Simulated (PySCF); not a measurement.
Molecule: SMILES OB(Cl)N. Atoms near the plane z = 0.6 Å, at the PBE0/def2-SVP optimised geometry (x, y, z in Å): B1 (-0.1, -0.1, 0.0), Cl2 (1.7, -0.1, 0.0), O3 (-0.7, -1.3, 0.0), H4 (-0.1, -2.0, 0.0), N5 (-0.7, 1.1, 0.0), H6 (-1.7, 1.2, 0.0), H7 (-0.3, 2.0, 0.0).

Calculation: PBE0/def2-TZVP (PySCF). The values are rescaled to run from 0 to 1.

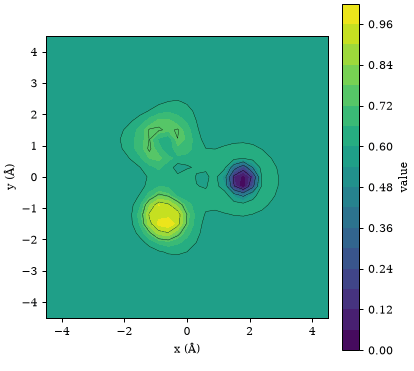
*a field on the plane z = 0.6 Å.*

Which quantity is mapped?
A. electrostatic potential
B. an orbital amplitude
C. Laplacian of the electron density
D. electron localisation function

C, Laplacian of the electron density. In full: Laplacian of the electron density (e/bohr⁵).
